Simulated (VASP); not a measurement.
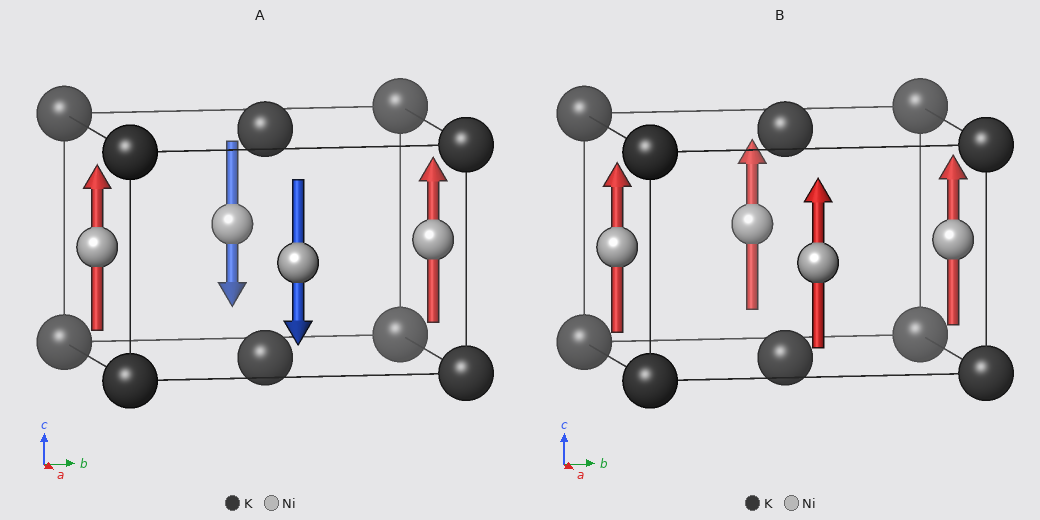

Two self-consistent states of KNi, space group P4/mmm (No. 123), reached from different starting moments in one fixed cell of 4 atoms (a = 5.18 Å, b = 5.18 Å, c = 3.48 Å, α = 90.00°, β = 90.00°, γ = 90.00°). Arrows show site moments above 0.25 μB (red up, blue down; lengths follow the sizes only roughly); small induced ones on non-metal atoms are left out. The cell is a cell made by a generator, which needn't be a real form of the compound.

Alike in all runs: VASP 6.6.1; functional PBEsol; VASP's PAW PBE potentials, release 64 (K_sv, Ni); cutoff 520 eV; k mesh 4 × 4 × 6 on the run's cell of 4 atoms; occupations fermi-dirac, width 0.05 eV; Hubbard terms Ni d U = 5 eV; no spin-orbit coupling. Spins are collinear.

### Name the order in each panel.

A: antiferromagnetic (Ni 1.0 μB); B: ferromagnetic (Ni 1.1 μB).

### Which of these states is lowest, and how far above it do the others lie?

A is the lowest found, then B (+298 meV/atom). Orders that need a larger cell weren't tried, so a lower state may exist, and the cell wasn't relaxed for each state.

### Collect the results in a table.

| panel | start | order reached | net moment (μB/cell) | E − E(lowest) (meV/atom) | pressure (GPa) |
| --- | --- | --- | --- | --- | --- |
| A | ferrimagnetic | antiferromagnetic | 0.0 | 0 | 5.7 |
| B | ferromagnetic | ferromagnetic | 1.9 | 298 | 3.6 |

Caveat: the PAW data sets were made with another functional, which shifts forces and pressure a little.
